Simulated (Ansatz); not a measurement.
# CH5SSi (SMILES C[S+]=[SiH2]) (charge +1): what the fields show

```
atom    x (Å)    y (Å)    z (Å)
   C   0.7727   1.6680   1.7722
   S  -0.2958   0.2175   2.1455
  Si  -0.7022  -0.6523   0.3553
   H   0.9743   1.7766   0.6993
   H   1.7052   1.5115   2.3315
   H   0.2402   2.5466   2.1611
   H  -0.1605  -0.0931  -0.9031
   H  -1.5577  -1.8535   0.4094
```

Geometry: r2SCAN-D4/def2-SVP.

The calculation used isolated molecule in a Gaussian basis; Kohn-Sham density functional theory, functional PBE0 (Ansatz).

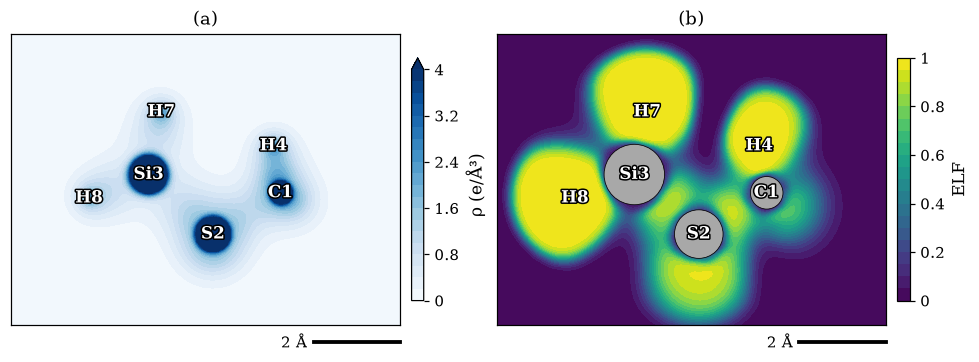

Figure 1. (a) total electron density; (b) ELF on the plane of atoms S2, Si3 and H7. Grey discs cover the atomic cores in the ELF map.

> Describe what can be read from this map.

Atoms in the plane: C, S, Si and H.
C–S (1.84 Å): the density is about 1.2 e/Å³ at the midpoint; the ELF peaks at about 0.90 between the atoms; a covalent bond.
Si–S (2.03 Å): ρ at the midpoint is about 0.98 e/Å³; the ELF peaks at about 0.90 between the atoms; localised, covalent bonding.
C–H (1.10 Å): ρ is about 2 e/Å³ halfway; the ELF climbs to about 1 towards the hydrogen, as it does in any bond to H: an ordinary covalent bond to hydrogen.
Si–H (1.48 Å): ρ is about 0.88 e/Å³ halfway; the ELF climbs to about 1 towards the hydrogen.
The ELF also peaks beside S2, away from the bonds: lone-pair regions.

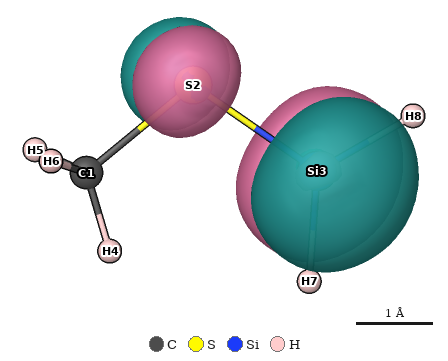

Figure 2. One frontier orbital at ±0.15 Å⁻³ᐟ² (teal and pink are the two phases), seen across its widest extent.

> Which orbital is it: HOMO or LUMO?

The LUMO, at −8.35 eV. By Hirshfeld shares it lies mainly on Si3 (about 65 %) and S2 (about 20 %).

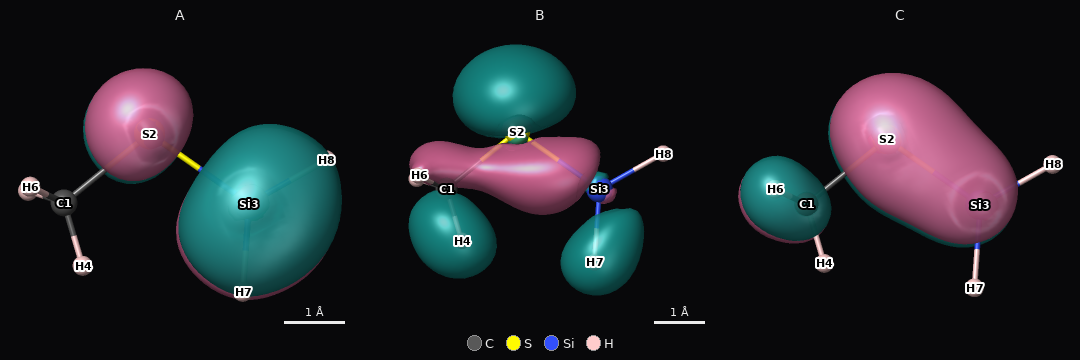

Figure 3. Three frontier orbitals at ±0.1 Å⁻³ᐟ² (teal and pink are the two phases), in no order.

> Which picture is the HOMO−1, the HOMO and the LUMO?

B is the HOMO−1 (−14.84 eV). Its weight (Hirshfeld) is mainly on S2 (about 60 %), Si3 (about 15 %), C1 (about 10 %) and H4 (about 5 %). C is the HOMO (−13.79 eV). It lies mainly on S2 (about 60 %), Si3 (about 20 %) and C1 (about 10 %). A is the LUMO (−8.35 eV). Its weight (Hirshfeld) is mainly on Si3 (about 65 %) and S2 (about 20 %).

> What is the HOMO–LUMO gap?

5.44 eV between the orbital energies.
